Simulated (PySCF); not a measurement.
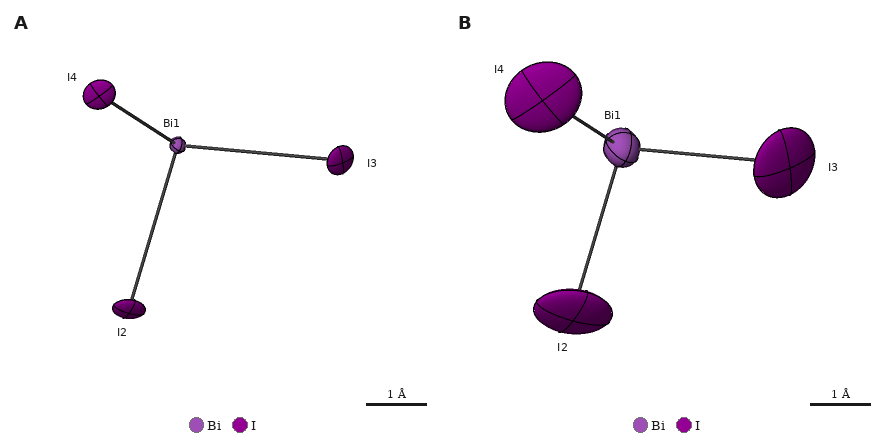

Displacement ellipsoids at the 50 % level, scaled by 3, from the internal vibrations of the free molecule (harmonic, no overall translation or rotation; no half-axis is drawn under 0.075 Å). Vibrations computed with RKS-based B3LYP, Bi def2-SVP with ECP60, I def2-SVP with ECP28; scalar-relativistic core potentials; density fitting (PySCF 2.14.0). One panel is for 100 K, the other for 600 K.

Question: Which panel is for 600 K?

Answer: B.

Question: How much does the mean-square displacement of I4 grow, and why?

Answer: U_eq goes from 0.0023 to 0.0127 Å², a factor of 5.6. Modes below kT (417 cm⁻¹ at 600 K) grow about in proportion to T, and the lowest lies at 48 cm⁻¹; the mean-square amplitude of a mode is its zero-point value times coth(ħω/2kT), which comes close to 1 only above about 3kT.
